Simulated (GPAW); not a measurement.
**How the form of the self-energy moves the gap of CdBr2 (R-3m)**

Wanted: the gap of CdBr2 (R-3m) under several approximations, with cost.

Program: GPAW 26.7.0. Level of theory: LDA and many-body steps on it, plane waves. Results are calculated unless marked as measured.

The database entry behind the starting cell has ideal inner coordinates that were not refined, so it need not match the best structure at ambient conditions.

**1. Set-up**

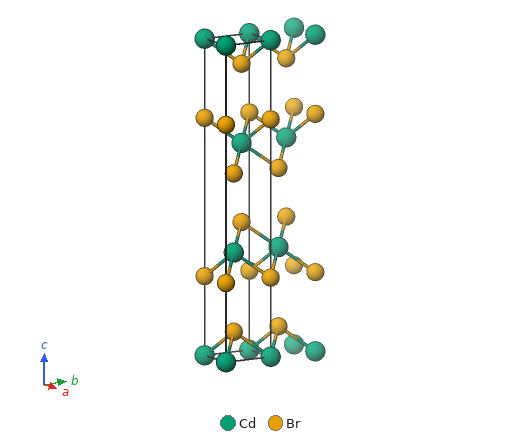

The cell as given, slightly off an axis (cadmium teal, bromine orange). 1×2×1 cells are drawn. This picture shows the conventional cell, with its axes. Bonds to atoms that aren't drawn are left out. Some periodic images of atoms are drawn too.

Coordinates:

```cif
data_structure
_symmetry_space_group_name_H-M 'R-3m:H'
_symmetry_Int_Tables_number 166
_cell_length_a 3.9500
_cell_length_b 3.9500
_cell_length_c 18.6700
_cell_angle_alpha 90.000
_cell_angle_beta 90.000
_cell_angle_gamma 120.000
_cell_volume 252.27
loop_
_atom_site_label
_atom_site_type_symbol
_atom_site_symmetry_multiplicity
_atom_site_Wyckoff_symbol
_atom_site_fract_x
_atom_site_fract_y
_atom_site_fract_z
_atom_site_occupancy
Cd1 Cd 3 a 0.00000 0.00000 0.00000 1
Br1 Br 6 c 0.33333 0.66667 0.91667 1
```

The cell and positions come from the Crystallography Open Database and are kept as given unless a step says otherwise.

**2. Empty states on the mesh, 4×4×4 mesh, 200 bands**

This step: GPAW 26.7.0; DFT, LDA, plane waves, PAW.

The sums over transitions need many empty states on a uniform mesh; this step solves for them.

Contents of run.py:

```python
import json
import numpy as np
from gpaw.mpi import world
from gpaw import GPAW

calc = GPAW('gs.gpw').fixed_density(kpts={'size': (4, 4, 4), 'gamma': True},
    parallel={'domain': 1, 'band': 1},
    txt='nscf.txt')
calc.diagonalize_full_hamiltonian(nbands=200)
calc.write('full.gpw', mode='all')
res = {}
kpts = calc.get_ibz_k_points()
res['kpts'] = kpts
res['eigenvalues'] = [calc.get_eigenvalues(kpt=k) for k in range(len(kpts))]
res['n_electrons'] = calc.get_number_of_electrons()

if world.rank == 0:
    with open('result.json', 'w') as f:
        json.dump(res, f, default=lambda x: x.tolist())
```

The run is started by

```
mpirun -n 4 gpaw python run.py
```

Numbers of over 12 decimals in the logs are rounded to 6 here.

The program printed:

```text
Diagonalizing LCAO Hamiltonian
Converting LCAO to pw mode
convergence criteria:
- Maximum integral of absolute [eigenst]ate change: 4e-08 eV^2 / valence electron
maximum number of iterations: 100

SCF iterations
|iter     |     time |      energy | eigst |  dens |
|iter:   1|  |             | +0.48 |       |
|iter:   2|  |             | -0.84 |       |
|iter:   3|  |             | -1.91 |       |
[...]
|iter:   7|  |             | -5.91 |       |
|iter:   8|  |             | -6.86 |       |
|iter:   9|  |             | -7.68c|       |
SCF steps: 9
  __  _  _
 | _ |_)|_||  |
 |__||  | ||/\| - 26.7.0

Input parameters:
  mode=PW(ecut=450.000000),
  convergence={'density': 1e-06, 'bands': -3},
  gpts=array([35, 35, 35]),
  kpts=MonkhorstPack(size=(4, 4, 4), gamma=True),
  maxiter=100,
  nbands=20,
  occupations=Occupations(name='fermi-dirac', width=0.001, fixmagmom=False),
  parallel={'domain': 1, 'band': 1},
  xc=XC(name='LDA')
Matrix size: 1830x1830
# Writing to full.gpw (mode='all')
  [... matrices ...]

timing:  # [seconds]
  Total: 33.543  # ━━━━━━━━━━━━━━━━━━━━━━━━━━━━━━━━━━━━━━━━━━━━━━━━━━━━━━━━━━
```

Wall time 42 s (4 MPI ranks of Arm Neoverse V1, shared host); peak memory 1.8 GiB.

This step gave:

```
gap                                                           : 2.584 eV
k of the valence top                                          : 0.5, 0.5, 0
k of the conduction bottom                                    : 0, 0, 0
least direct gap                                              : 2.734 eV
k points computed                                             : 13
lowest point of the top converged band, above the valence top : 92.4631 eV
```

On this mesh the gap is 2.584 eV.

**3. G0W0, Godby-Needs plasmon pole**

G0W0 replaces the xc potential by the self-energy, built once from these orbitals. Only a window of levels is corrected, while the sums run over the empty bands that the input names.

This step: G0W0 on LDA, plane waves, PAW.

Contents of run.py:

```python
import json
import numpy as np
from gpaw.mpi import world
from gpaw.response.g0w0 import G0W0

gw = G0W0('full.gpw',
    filename='gw',
    kpts=[0, 10],
    bands=(11, 15),
    ecut=60,
    nbands=88,
    integrate_gamma='WS',
    ppa=True)
gw.calculate()
res = {mode: {k: v for k, v in r.items() if k != 'sigma_eskwn'}
       for mode, r in gw.all_results.items()}

if world.rank == 0:
    with open('result.json', 'w') as f:
        json.dump(res, f, default=lambda x: x.tolist())
```

The run is started by

```
mpirun -n 4 gpaw python run.py
```

The program printed:

```text
Using integrator: PointIntegrator
FrequencyGridDescriptor(from 0.000+0.000j to 0.000+27.211j eV, 2 points)
Nonperiodic BCs:  [False False False]
Using integrator: PointIntegrator
FrequencyGridDescriptor(from 0.000+0.000j to 0.000+27.211j eV, 2 points)
Nonperiodic BCs:  [False False False]
  ___  _ _ _
 |   || | | |
 | | || | | |
 |__ ||_____|
 |___|

BZ k-points: Symmetries present (total): 12

  [... matrices ...]
64 k-points: 4 x 4 x 4 Monkhorst-Pack grid + [1/8,1/8,1/8]
13 k-points in the irreducible part of the Brillouin zone
       k-points in crystal coordinates                weights
   0:     0.00000000    0.00000000    0.00000000          1/64
   1:     0.25000000    0.00000000   -0.25000000          6/64
   2:     0.25000000    0.00000000    0.00000000          6/64
   3:     0.25000000    0.25000000   -0.25000000          6/64
   4:     0.25000000    0.25000000    0.00000000          6/64
   5:     0.25000000    0.25000000    0.25000000          2/64
   6:     0.50000000    0.00000000    0.00000000          3/64
   7:     0.50000000    0.25000000   -0.25000000          6/64
   8:     0.50000000    0.25000000    0.00000000         12/64
   9:     0.50000000    0.25000000    0.25000000          6/64
          ...
  12:     0.50000000    0.50000000    0.50000000          1/64

Distributing spins, k-points and bands (1 x 2 x 4) over 4 processes
Number of blocks: 1

Quasi particle states:
k-points (IBZ indices): [0, 10]
Band range: (11, 15)
  [... matrices ...]
Computational parameters:
Plane wave cut-off: 60 eV
Number of bands: 88
Coulomb cutoff: None
Broadening: 0.1 eV

fxc modes: GW
Kernel: RPA
Using Godby-Needs plasmon-pole approximation:
  Fitting energy: i*E0, E0 = 1.000 Hartree
Summing all q:

Calculating screened Coulomb potential
No Coulomb truncation
FrequencyGridDescriptor(from 0.000+0.000j to 0.000+27.211j eV, 2 points)
Removing empty qpoint cache files...

Calculating chi0 body with:
    Ground state adapter containing:
    Number of spins: 1
    Number of kpoints: 64
    Number of irreducible kpoints: 13
    Number of completely occupied states: 13
    Number of partially occupied states: 13
    Occupied states memory: 8.504868 M / cpu

    Linear response parametrization:
    q_c: [0.0, 0.0, 0.0]
    Number of frequency points: 2
    Planewave cutoff: 60.0
    Number of bands: 88
    Number of planewaves: 97
    Broadening (eta): 1e-06
    comm.size: 4
    kncomm.size: 4
    blockcomm.size: 1

    Memory estimate of potentially large arrays:
        chi0_wGG: 0.287140 M / cpu
Integrating chi0 body.

Symmetries of q_c:
    Direct symmetries (Uq -> q): 12
    Indirect symmetries (TUq -> q): 0
In total 12 allowed symmetries.

  [... matrices ...]
13 groups of equivalent kpoints. 79.6875% reduction.

Integral kind: response function
Integrating chi0 head and wings.

Symmetries of q_c:
    Direct symmetries (Uq -> q): 12
    Indirect symmetries (TUq -> q): 0
In total 12 allowed symmetries.

  [... matrices ...]
13 groups of equivalent kpoints. 79.6875% reduction.

Integral kind: response function wings

Calculating chi0 body with:
    Ground state adapter containing:
    Number of spins: 1
    Number of kpoints: 64
    Number of irreducible kpoints: 13
    Number of completely occupied states: 13
    Number of partially occupied states: 13
    Occupied states memory: 8.504868 M / cpu

[... the further q-points ...]

Results:
f:      Occupation numbers
eps:     KS-eigenvalues [eV]
vxc:     KS vxc [eV]
exx:     Exact exchange [eV]
sigma:   Self-energies [eV]
dsigma:  Self-energy derivatives
Z:       Renormalization factors
qp:      QP-energies [eV]

k-point 0 (0): (0.000, 0.000, 0.000)                GW
band       f     eps     vxc     exx   sigma  dsigma       Z      qp
                                                                   GW
  11   1.000   1.510 -18.320 -21.600   2.669  -0.243   0.804   1.019
  12   1.000   1.510 -18.320 -21.600   2.669  -0.243   0.804   1.019
  13   0.000   4.244 -13.922  -9.537  -2.913  -0.199   0.834   5.472
  14   0.000   6.716 -10.632  -5.951  -3.461  -0.193   0.838   7.738

k-point 1 (10): (0.500, 0.500, 0.000)                GW
band       f     eps     vxc     exx   sigma  dsigma       Z      qp
                                                                   GW
  11   1.000   1.589 -18.329 -21.583   2.650  -0.243   0.805   1.103
  12   1.000   1.660 -18.228 -21.518   2.673  -0.243   0.805   1.164
  13   0.000   4.869 -13.614  -9.008  -3.022  -0.201   0.833   6.188
  14   0.000   7.047 -10.896  -6.225  -3.428  -0.194   0.837   8.088
```

It took 2 min on 4 MPI ranks; peak memory 1.8 GiB.

Numbers from this step:

```
G0W0 gap on the points computed              : 4.309 eV
least direct G0W0 gap on the computed points : 4.453 eV
Z at the valence top                         : 0.8045
Z at the conduction bottom                   : 0.8343
starting gap on the mesh                     : 2.584 eV
k of the valence top                         : 0.5, 0.5, 0
k of the conduction bottom                   : 0, 0, 0
```

The gap on the mesh goes from 2.58 eV to 4.31 eV, a correction of +1.72 eV.

**4. One-shot HSE06**

This step: one-shot HSE06 levels on LDA orbitals, plane waves, PAW.

Contents of run.py:

```python
import json
import numpy as np
from gpaw.mpi import world
from gpaw.hybrids.eigenvalues import non_self_consistent_eigenvalues

dft, vxc, vxc_hyb = non_self_consistent_eigenvalues('full.gpw', 'HSE06', 11, 15, kpt_indices=[0, 10])
res = {'dft': dft[0], 'hybrid': (dft - vxc + vxc_hyb)[0]}
if world.rank == 0:
    with open('hybrid.txt', 'w') as f:
        for k, e0, e1 in zip([0, 10], res['dft'], res['hybrid']):
            print(k, ' '.join(f'{x:9.4f}' for x in e0), '|', ' '.join(f'{x:9.4f}' for x in e1), file=f)

if world.rank == 0:
    with open('result.json', 'w') as f:
        json.dump(res, f, default=lambda x: x.tolist())
```

The run is started by

```
mpirun -n 4 gpaw python run.py
```

The program printed:

```text
builder.py:213: UserWarning: The angles between your unit-cell vectors are 34.7, 34.7 and 34.7 degrees.  Results may be wrong!  Please Niggli-reduce your unit-cell so that the angles are closer to 90 degrees:

  from ase.build import niggli_reduce
  niggli_reduce(atoms)
  [... matrices ...]
  warnings.warn(
builder.py:213: UserWarning: The angles between your unit-cell vectors are 34.7, 34.7 and 34.7 degrees.  Results may be wrong!  Please Niggli-reduce your unit-cell so that the angles are closer to 90 degrees:

  from ase.build import niggli_reduce
  niggli_reduce(atoms)
  [... matrices ...]
  warnings.warn(
builder.py:213: UserWarning: The angles between your unit-cell vectors are 34.7, 34.7 and 34.7 degrees.  Results may be wrong!  Please Niggli-reduce your unit-cell so that the angles are closer to 90 degrees:

  from ase.build import niggli_reduce
  niggli_reduce(atoms)
  [... matrices ...]
  warnings.warn(
builder.py:213: UserWarning: The angles between your unit-cell vectors are 34.7, 34.7 and 34.7 degrees.  Results may be wrong!  Please Niggli-reduce your unit-cell so that the angles are closer to 90 degrees:

  from ase.build import niggli_reduce
  niggli_reduce(atoms)
  [... matrices ...]
  warnings.warn(
IBZ(<points: 13, symmetries: 12>)
Occupied bands: 13
Transforming wave functions from IBZ to BZ: 0.035 seconds
Distributing wave functions and iFFT-ing to real space: 0.412 seconds
Calculating eigenvalues:
  k-points: 2
  Bands: 11-14 (inclusive)
  Seconds: 1.638 (wave-function broadcasting: 0.009 seconds)
HSE06-eigenvalue shifts:
  min: -0.594 eV
  ave: 0.112 eV
  max: 0.819 eV
```

It took 5.3 s on 4 MPI ranks; peak memory 1.3 GiB; 21 s of CPU time.

Numbers from this step:

```
starting gap on the mesh                       : 2.584 eV
hybrid gap on the mesh                         : 3.988 eV
least direct hybrid gap on the computed points : 4.134 eV
```

**5. G0W0, extrapolated in the cutoff**

This step: G0W0 on LDA, plane waves, PAW.

Contents of run.py:

```python
import json
import numpy as np
from gpaw.mpi import world
from gpaw.response.g0w0 import G0W0

gw = G0W0('full.gpw',
    filename='gw',
    kpts=[0, 10],
    bands=(11, 15),
    ecut=100.0,
    integrate_gamma='WS',
    ppa=True,
    ecut_extrapolation=True)
gw.calculate()
res = {mode: {k: v for k, v in r.items() if k != 'sigma_eskwn'}
       for mode, r in gw.all_results.items()}

if world.rank == 0:
    with open('result.json', 'w') as f:
        json.dump(res, f, default=lambda x: x.tolist())
```

The run is started by

```
mpirun -n 4 gpaw python run.py
```

The program printed:

```text
Using integrator: PointIntegrator
FrequencyGridDescriptor(from 0.000+0.000j to 0.000+27.211j eV, 2 points)
Nonperiodic BCs:  [False False False]
Using integrator: PointIntegrator
FrequencyGridDescriptor(from 0.000+0.000j to 0.000+27.211j eV, 2 points)
Nonperiodic BCs:  [False False False]
  ___  _ _ _
 |   || | | |
 | | || | | |
 |__ ||_____|
 |___|

BZ k-points: Symmetries present (total): 12

  [... matrices ...]
64 k-points: 4 x 4 x 4 Monkhorst-Pack grid + [1/8,1/8,1/8]
13 k-points in the irreducible part of the Brillouin zone
       k-points in crystal coordinates                weights
   0:     0.00000000    0.00000000    0.00000000          1/64
   1:     0.25000000    0.00000000   -0.25000000          6/64
   2:     0.25000000    0.00000000    0.00000000          6/64
[...]
9:     0.50000000    0.25000000    0.25000000          6/64
          ...
  12:     0.50000000    0.50000000    0.50000000          1/64

Distributing spins, k-points and bands (1 x 2 x 4) over 4 processes
Number of blocks: 1

Quasi particle states:
k-points (IBZ indices): [0, 10]
Band range: (11, 15)
  [... matrices ...]
Computational parameters:
Extrapolating to infinite plane wave cut-off using points at:
  86.177 eV
  92.448 eV
  100.000 eV
Number of bands: 190
Coulomb cutoff: None
Broadening: 0.1 eV

fxc modes: GW
Kernel: RPA
Using Godby-Needs plasmon-pole approximation:
  Fitting energy: i*E0, E0 = 1.000 Hartree
Summing all q:

Calculating screened Coulomb potential
No Coulomb truncation
FrequencyGridDescriptor(from 0.000+0.000j to 0.000+27.211j eV, 2 points)
Removing empty qpoint cache files...

Calculating chi0 body with:
    Ground state adapter containing:
    Number of spins: 1
    Number of kpoints: 64
    Number of irreducible kpoints: 13
[...]
chi0_wGG: 1.113312 M / cpu
Integrating chi0 body.

Symmetries of q_c:
    Direct symmetries (Uq -> q): 12
    Indirect symmetries (TUq -> q): 0
In total 12 allowed symmetries.

  [... matrices ...]
13 groups of equivalent kpoints. 79.6875% reduction.

Integral kind: response function
Integrating chi0 head and wings.

Symmetries of q_c:
    Direct symmetries (Uq -> q): 12
    Indirect symmetries (TUq -> q): 0
In total 12 allowed symmetries.

  [... matrices ...]
13 groups of equivalent kpoints. 79.6875% reduction.

Integral kind: response function wings

Calculating chi0 body with:
    Ground state adapter containing:
    Number of spins: 1
    Number of kpoints: 64
    Number of irreducible kpoints: 13
    Number of completely occupied states: 13
    Number of partially occupied states: 13
    Occupied states memory: 8.504868 M / cpu

[... the further q-points ...]
Extrapolating selfenergy to infinite energy cutoff:
  Performing linear fit to 3 points
  Warning: Bad quality of linear fit for some (n,k).
           Higher cutoff might be necessary.
  Minimum R^2 = 0.2287. (R^2 Should be close to 1)
  [... matrices ...]
Results:
f:      Occupation numbers
eps:     KS-eigenvalues [eV]
vxc:     KS vxc [eV]
exx:     Exact exchange [eV]
sigma:   Self-energies [eV]
dsigma:  Self-energy derivatives
Z:       Renormalization factors
qp:      QP-energies [eV]

k-point 0 (0): (0.000, 0.000, 0.000)                GW
band       f     eps     vxc     exx   sigma  dsigma       Z      qp
                                                                   GW
  11   1.000   1.510 -18.320 -21.600   1.999  -0.255   0.797   0.490
  12   1.000   1.510 -18.320 -21.600   1.999  -0.255   0.797   0.490
  13   0.000   4.244 -13.922  -9.537  -3.424  -0.205   0.830   5.042
[...]
k-point 1 (10): (0.500, 0.500, 0.000)                GW
band       f     eps     vxc     exx   sigma  dsigma       Z      qp
                                                                   GW
[...]
13   0.000   4.869 -13.614  -9.008  -3.603  -0.208   0.828   5.699
  14   0.000   7.047 -10.896  -6.225  -3.818  -0.194   0.837   7.761
```

Wall time 6.4 min (4 MPI ranks); peak memory 2.1 GiB.

This step gave:

| Quantity | Value |
| --- | --- |
| quasiparticle gap on the points computed | 4.421 eV |
| least direct quasiparticle gap on the computed points | 4.552 eV |
| Z at the valence top | 0.7964 |
| Z at the conduction bottom | 0.8298 |
| starting gap on the mesh | 2.584 eV |
| k of the valence top | 0.5, 0.5, 0 |
| k of the conduction bottom | 0, 0, 0 |
| gaps at the cutoffs of the extrapolation | 4.314, 4.325, 4.335 eV |

Against G0W0 in GPAW (4×4×4 mesh, 88 bands, screening to 60 eV, Godby-Needs plasmon pole), the gap moves by +0.113 eV.

[end of part 1 of 2]

[Paths, hosts, dates, memory and timing lines, banners, echoed tables and standing remarks are left out of the program output.]

[Logs are printed without paths, hosts, clocks, repeated set-up lines and the standing remarks that a program may print on its own settings, such as how far it seeks lower states.]

[Runs of the session that timed out or met a known fault of the program may be left out.]

[Hosts, paths, dates, database ids (printed as entryN), source tags and the programs' standing remarks are cut or masked in the printed files.]
